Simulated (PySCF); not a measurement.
# H···HMg: magnetic exchange

Wanted: magnetic exchange for H···HMg.

Computed with PySCF 2.14.0 and routines of our own; the level stands in each step. Atoms count from 0.

## 1. The system as given

3 atoms, charge 0, high-spin multiplicity 3; geometry from: GFN2-xTB fragments, placed rigidly.

The system (radical pair): H···HMg. The radical centres are 3.27 Å apart; the spin sites are atom 0 (1 unpaired) and atoms 1, 2 (1 unpaired).

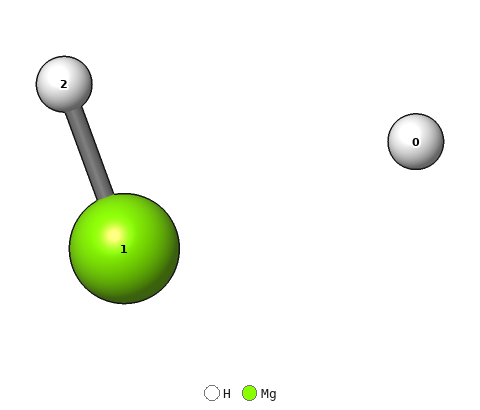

The starting geometry (hydrogen white, magnesium green); sticks join atoms by distance alone.

## 2. Magnetic exchange: CASSCF and SC-NEVPT2/def2-TZVP (2,2)

Job settings and geometry (Å):

```
{"job": {"kind": "cas", "basis": "def2-TZVP", "active": "magnetic", "zfs": true}, "charge": 0, "high_spin_multiplicity": 3, "spin_sites": [[[0], 1], [[1, 2], 1]]}
H      0.614600    -0.000000    -2.178700
Mg     0.614600    -0.000000     1.089300
H     -1.229300     0.000000     1.089300
```

With the program's defaults for keys left out, this is: CASSCF and SC-NEVPT2/def2-TZVP spin states, gas phase.

Launch:

```
$ OMP_NUM_THREADS=1 python exch_run.py task.json out
```

One launch serves the whole session: the jobs run in the order shown.

The program printed:

```text
start orbitals: natural orbitals of the high-spin HF determinant (converged)
active space: 2 electrons in 2 orbitals, 6 closed; orbitals optimised for multiplicities 3 1
macro   0  E = -200.6454082088  dE =  0.000e+00  |g| = 3.631e-02
macro   1  E = -200.6460525850  dE = -6.444e-04  |g| = 1.680e-02
macro   2  E = -200.6463012263  dE = -2.486e-04  |g| = 7.138e-03
macro   3  E = -200.6463344399  dE = -3.321e-05  |g| = 4.601e-03
macro   4  E = -200.6463556817  dE = -2.124e-05  |g| = 2.319e-03
macro   5  E = -200.6463599212  dE = -4.239e-06  |g| = 1.483e-03
macro   6  E = -200.6463615518  dE = -1.631e-06  |g| = 6.905e-04
macro   7  E = -200.6463618730  dE = -3.212e-07  |g| = 3.529e-04
macro   8  E = -200.6463619677  dE = -9.471e-08  |g| = 1.721e-04
CASSCF converged, mean energy = -200.6463619677
2S+1 = 3  root 0  E(CAS) = -200.64391920  E(NEVPT2) = -200.83202715  occupations 1.000 1.000
2S+1 = 1  root 0  E(CAS) = -200.64880473  E(NEVPT2) = -200.83710987  occupations 1.301 0.699
2S+1 = 1  root 1  E(CAS) = -200.42142946  E(NEVPT2) = -200.76820299  occupations 1.997 0.003
2S+1 = 1  root 2  E(CAS) = -200.23766599  E(NEVPT2) = -200.47035628  occupations 2.000 0.000
D(spin-spin) = -0.0609 cm-1, E/D = 0.004
D(spin-orbit) = 0.0000 cm-1, D(total) = -0.0609 cm-1, E/D = 0.004
```

Run time: 0.7 s. Hardware: 1 thread of Arm Neoverse N1, shared host.

Key values:

```tsv
quantity	value
J (CASSCF)	-536 cm⁻¹
J (NEVPT2)	-558 cm⁻¹
low less high spin (NEVPT2)	-3.2 kcal/mol
diradical index y0	0.70
zero-field D	-0.061 cm⁻¹
```

Mulliken spin populations of the high-spin state:

```tsv
atom	value (e)
H0	0.99
Mg1	0.96
H2	0.05
```

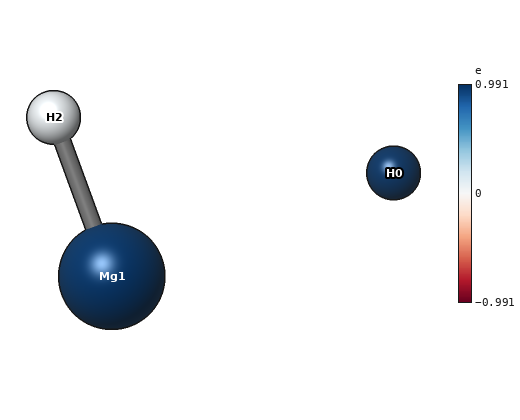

Mulliken spin populations of the high-spin state, as colours on the atoms.

## 3. Magnetic exchange: HF/def2-TZVP

Job settings and geometry (Å):

```
{"job": {"kind": "bs", "xc": "HF", "basis": "def2-TZVP", "rks": true}, "charge": 0, "high_spin_multiplicity": 3, "spin_sites": [[[0], 1], [[1, 2], 1]]}
H      0.614600    -0.000000    -2.178700
Mg     0.614600    -0.000000     1.089300
H     -1.229300     0.000000     1.089300
```

Method: HF/def2-TZVP high-spin, broken-symmetry and restricted single points, gas phase.

The program printed:

```text
high-spin state, multiplicity 3
final grid: 22280 points
cycle   1  E = -200.6132923839  dE = -2.657e-01  |g| = 1.105e-01  |ddm| = 8.630e-01
cycle   2  E = -200.6369710197  dE = -2.368e-02  |g| = 4.904e-02  |ddm| = 2.694e-01
cycle   3  E = -200.6443385533  dE = -7.368e-03  |g| = 1.510e-02  |ddm| = 1.802e-01
cycle   4  E = -200.6451910805  dE = -8.525e-04  |g| = 8.491e-03  |ddm| = 4.513e-02
cycle   5  E = -200.6455506118  dE = -3.595e-04  |g| = 5.522e-03  |ddm| = 2.977e-02
cycle   6  E = -200.6457496371  dE = -1.990e-04  |g| = 2.767e-03  |ddm| = 3.118e-02
cycle   7  E = -200.6457989498  dE = -4.931e-05  |g| = 6.320e-04  |ddm| = 2.114e-02
cycle   8  E = -200.6458013632  dE = -2.413e-06  |g| = 1.318e-04  |ddm| = 5.355e-03
cycle   9  E = -200.6458014380  dE = -7.484e-08  |g| = 5.742e-05  |ddm| = 6.870e-04
cycle  10  E = -200.6458014572  dE = -1.923e-08  |g| = 2.474e-05  |ddm| = 3.813e-04
cycle  11  E = -200.6458014614  dE = -4.178e-09  |g| = 9.967e-06  |ddm| = 1.648e-04
converged SCF energy = -200.6458014614

broken-symmetry state, M_S = 0, start: spins of the second site flipped
final grid: 22280 points
cycle   1  E = -200.6466095018  dE = -3.703e-03  |g| = 1.548e-02  |ddm| = 7.411e-02
cycle   2  E = -200.6472607743  dE = -6.513e-04  |g| = 8.526e-03  |ddm| = 3.277e-02
cycle   3  E = -200.6475696869  dE = -3.089e-04  |g| = 4.215e-03  |ddm| = 3.264e-02
cycle   4  E = -200.6476857761  dE = -1.161e-04  |g| = 1.887e-03  |ddm| = 2.663e-02
cycle   5  E = -200.6477114328  dE = -2.566e-05  |g| = 6.836e-04  |ddm| = 1.402e-02
cycle   6  E = -200.6477140869  dE = -2.654e-06  |g| = 2.842e-04  |ddm| = 4.426e-03
cycle   7  E = -200.6477145152  dE = -4.283e-07  |g| = 1.493e-04  |ddm| = 1.201e-03
cycle   8  E = -200.6477146768  dE = -1.616e-07  |g| = 5.433e-05  |ddm| = 9.484e-04
cycle   9  E = -200.6477146979  dE = -2.118e-08  |g| = 2.042e-05  |ddm| = 3.768e-04
cycle  10  E = -200.6477147006  dE = -2.630e-09  |g| = 7.576e-06  |ddm| = 1.284e-04
converged SCF energy = -200.6477147006

<S^2> high spin = 2.0152, broken symmetry = 0.9889
E(HS) - E(BS) = 419.91 cm-1
J_noodleman = -419.91 cm-1
J_unprojected = -209.95 cm-1
J_yamaguchi = -409.16 cm-1

restricted closed-shell singlet
final grid: 22280 points
cycle   1  E = -200.3909775592  dE =  4.518e-02  |g| = 3.382e-01  |ddm| = 1.454e+00
cycle   2  E = -200.5222202706  dE = -1.312e-01  |g| = 2.820e-01  |ddm| = 1.225e+00
cycle   3  E = -200.5701629182  dE = -4.794e-02  |g| = 9.746e-02  |ddm| = 3.233e-01
cycle   4  E = -200.5783677801  dE = -8.205e-03  |g| = 2.114e-02  |ddm| = 1.685e-01
cycle   5  E = -200.5792364975  dE = -8.687e-04  |g| = 6.326e-03  |ddm| = 7.182e-02
cycle   6  E = -200.5793421007  dE = -1.056e-04  |g| = 2.374e-03  |ddm| = 2.591e-02
cycle   7  E = -200.5793568432  dE = -1.474e-05  |g| = 4.556e-04  |ddm| = 1.093e-02
cycle   8  E = -200.5793573961  dE = -5.529e-07  |g| = 8.662e-05  |ddm| = 2.633e-03
cycle   9  E = -200.5793574093  dE = -1.313e-08  |g| = 2.227e-05  |ddm| = 4.700e-04
cycle  10  E = -200.5793574099  dE = -6.752e-10  |g| = 4.391e-06  |ddm| = 9.520e-05
converged SCF energy = -200.5793574099
```

Run time: 0.2 s. Hardware: 1 thread of Arm Neoverse N1, shared host.

From this job:

```tsv
quantity	value
J (Yamaguchi)	-409 cm⁻¹
low less high spin, projected	-2.4 kcal/mol
closed shell less high spin (no spin gap: the broken-symmetry state lies far lower)	41.7 kcal/mol
```

## 4. Magnetic exchange: r2SCAN/def2-TZVP

Job settings and geometry (Å):

```
{"job": {"kind": "bs", "xc": "r2SCAN", "grid": 2, "basis": "def2-TZVP", "rks": true}, "charge": 0, "high_spin_multiplicity": 3, "spin_sites": [[[0], 1], [[1, 2], 1]]}
H      0.614600    -0.000000    -2.178700
Mg     0.614600    -0.000000     1.089300
H     -1.229300     0.000000     1.089300
```

Method: r2SCAN/def2-TZVP high-spin, broken-symmetry and restricted single points, gas phase.

The program printed:

```text
high-spin state, multiplicity 3
final grid: 22280 points
cycle   1  E = -201.0916631114  dE = -4.895e-03  |g| = 1.971e-02  |ddm| = 1.387e-01
cycle   2  E = -201.0919257664  dE = -2.627e-04  |g| = 1.084e-02  |ddm| = 5.088e-02
cycle   3  E = -201.0920729822  dE = -1.472e-04  |g| = 3.604e-03  |ddm| = 2.235e-02
cycle   4  E = -201.0920984089  dE = -2.543e-05  |g| = 1.358e-03  |ddm| = 7.309e-03
cycle   5  E = -201.0921096486  dE = -1.124e-05  |g| = 5.225e-04  |ddm| = 7.494e-03
cycle   6  E = -201.0921103962  dE = -7.476e-07  |g| = 1.022e-04  |ddm| = 2.257e-03
cycle   7  E = -201.0921104240  dE = -2.775e-08  |g| = 4.898e-05  |ddm| = 3.641e-04
cycle   8  E = -201.0921104279  dE = -3.943e-09  |g| = 1.619e-05  |ddm| = 1.329e-04
converged SCF energy = -201.0921104279

broken-symmetry state, M_S = 0, start: spins of the second site flipped
final grid: 22280 points
cycle   1  E = -201.0981164437  dE = -8.301e-03  |g| = 3.276e-02  |ddm| = 3.297e-01
cycle   2  E = -201.0980030091  dE =  1.134e-04  |g| = 3.184e-02  |ddm| = 1.494e-01
cycle   3  E = -201.0995500421  dE = -1.547e-03  |g| = 6.233e-03  |ddm| = 1.053e-01
cycle   4  E = -201.0996155228  dE = -6.548e-05  |g| = 2.597e-03  |ddm| = 2.584e-02
cycle   5  E = -201.0996298068  dE = -1.428e-05  |g| = 9.769e-04  |ddm| = 9.190e-03
cycle   6  E = -201.0996317073  dE = -1.901e-06  |g| = 3.893e-04  |ddm| = 3.089e-03
cycle   7  E = -201.0996320464  dE = -3.391e-07  |g| = 9.593e-05  |ddm| = 1.694e-03
cycle   8  E = -201.0996320633  dE = -1.689e-08  |g| = 3.619e-05  |ddm| = 4.613e-04
cycle   9  E = -201.0996320662  dE = -2.945e-09  |g| = 2.102e-06  |ddm| = 1.295e-04
converged SCF energy = -201.0996320662

<S^2> high spin = 2.0107, broken symmetry = 0.8347
E(HS) - E(BS) = 1650.81 cm-1
J_noodleman = -1650.81 cm-1
J_unprojected = -825.40 cm-1
J_yamaguchi = -1403.68 cm-1

restricted closed-shell singlet
final grid: 22280 points
cycle   1  E = -200.6230605327  dE =  2.991e-01  |g| = 3.893e-01  |ddm| = 2.067e+00
cycle   2  E = -200.7116213355  dE = -8.856e-02  |g| = 6.538e-01  |ddm| = 2.431e+00
cycle   3  E = -200.9874933702  dE = -2.759e-01  |g| = 2.802e-01  |ddm| = 1.012e+00
cycle   4  E = -201.0556345000  dE = -6.814e-02  |g| = 1.411e-01  |ddm| = 5.438e-01
cycle   5  E = -201.0754502827  dE = -1.982e-02  |g| = 5.099e-02  |ddm| = 3.453e-01
cycle   6  E = -201.0522858073  dE =  2.316e-02  |g| = 1.400e-01  |ddm| = 3.367e-01
cycle   7  E = -201.0772705108  dE = -2.498e-02  |g| = 1.478e-02  |ddm| = 3.635e-01
cycle   8  E = -201.0772870162  dE = -1.651e-05  |g| = 1.230e-02  |ddm| = 2.594e-02
cycle   9  E = -201.0769901779  dE =  2.968e-04  |g| = 2.105e-02  |ddm| = 2.011e-02
cycle  10  E = -201.0771538202  dE = -1.636e-04  |g| = 1.671e-02  |ddm| = 9.029e-03
cycle  11  E = -201.0774266479  dE = -2.728e-04  |g| = 1.996e-03  |ddm| = 2.992e-02
cycle  12  E = -201.0774305323  dE = -3.884e-06  |g| = 2.580e-04  |ddm| = 3.569e-03
cycle  13  E = -201.0774305930  dE = -6.070e-08  |g| = 9.372e-05  |ddm| = 7.493e-04
cycle  14  E = -201.0774306016  dE = -8.603e-09  |g| = 9.684e-06  |ddm| = 1.698e-04
converged SCF energy = -201.0774306016
```

Wall time 4.1 s (1 thread of Arm Neoverse N1, shared host).

Key values:

```tsv
quantity	value
J (Yamaguchi)	-1404 cm⁻¹
low less high spin, projected	-8.1 kcal/mol
closed shell less high spin (no spin gap: the broken-symmetry state lies far lower)	9.2 kcal/mol
```

## 5. Magnetic exchange: CASSCF and SC-NEVPT2/def2-TZVP, X2C (2,2)

Job settings and geometry (Å):

```
{"job": {"kind": "cas", "basis": "def2-TZVP", "active": "natural", "max": 4, "thr": 0.008, "zfs": false, "x2c": true}, "charge": 0, "high_spin_multiplicity": 3, "spin_sites": [[[0], 1], [[1, 2], 1]]}
H      0.614600    -0.000000    -2.178700
Mg     0.614600    -0.000000     1.089300
H     -1.229300     0.000000     1.089300
```

Level: CASSCF and SC-NEVPT2/def2-TZVP spin states, scalar X2C, gas phase.

The program printed:

```text
start orbitals: natural orbitals of the high-spin HF determinant (converged)
active space: 2 electrons in 2 orbitals, 6 closed; orbitals optimised for multiplicities 3 1
macro   0  E = -200.9253430744  dE =  0.000e+00  |g| = 3.644e-02
macro   1  E = -200.9259934509  dE = -6.504e-04  |g| = 1.690e-02
macro   2  E = -200.9262456932  dE = -2.522e-04  |g| = 7.192e-03
macro   3  E = -200.9262792397  dE = -3.355e-05  |g| = 4.618e-03
macro   4  E = -200.9263004085  dE = -2.117e-05  |g| = 2.310e-03
macro   5  E = -200.9263046070  dE = -4.199e-06  |g| = 1.477e-03
macro   6  E = -200.9263062301  dE = -1.623e-06  |g| = 6.925e-04
macro   7  E = -200.9263065547  dE = -3.246e-07  |g| = 3.566e-04
macro   8  E = -200.9263066516  dE = -9.693e-08  |g| = 1.742e-04
CASSCF converged, mean energy = -200.9263066516
2S+1 = 3  root 0  E(CAS) = -200.92387660  E(NEVPT2) = -201.11178855  occupations 1.000 1.000
2S+1 = 1  root 0  E(CAS) = -200.92873670  E(NEVPT2) = -201.11684315  occupations 1.300 0.700
```

Wall time 0.3 s (1 thread of Arm Neoverse N1, shared host).

Key values:

```tsv
quantity	value
J (CASSCF)	-533 cm⁻¹
J (NEVPT2)	-555 cm⁻¹
low less high spin (NEVPT2)	-3.2 kcal/mol
diradical index y0	0.70
```

## 6. The levels compared

J for H = −2J S1·S2; the gap is low spin less high spin (projected; unprojected where the broken-symmetry state collapsed; or NEVPT2):

```tsv
step	level	geometry	J (cm⁻¹)	gap (kcal/mol)	time
2	CASSCF and SC-NEVPT2/def2-TZVP (2,2)	one	-558	-3.2	0.7 s
3	HF/def2-TZVP	one	-409	-2.4	0.2 s
4	r2SCAN/def2-TZVP	one	-1404	-8.1	4.1 s
5	CASSCF and SC-NEVPT2/def2-TZVP, X2C (2,2)	one	-555	-3.2	0.3 s
```

CASSCF times leave out a start SCF that an earlier step had already made.

## 7. Results

| quantity | value |
| --- | --- |
| J (CASSCF) (step 2, CASSCF and SC-NEVPT2/def2-TZVP (2,2)) | -536 cm⁻¹ |
| J (NEVPT2) (step 2, CASSCF and SC-NEVPT2/def2-TZVP (2,2)) | -558 cm⁻¹ |
| low less high spin (NEVPT2) (step 2, CASSCF and SC-NEVPT2/def2-TZVP (2,2)) | -3.2 kcal/mol |
| diradical index y0 (step 2, CASSCF and SC-NEVPT2/def2-TZVP (2,2)) | 0.70 |
| J | -1404 (r2SCAN/def2-TZVP) to -409 cm⁻¹ (HF/def2-TZVP) |

**Reading.** The levels with a meaningful J put the low-spin state lower (antiferromagnetic coupling), from -1404 to -409 cm⁻¹.
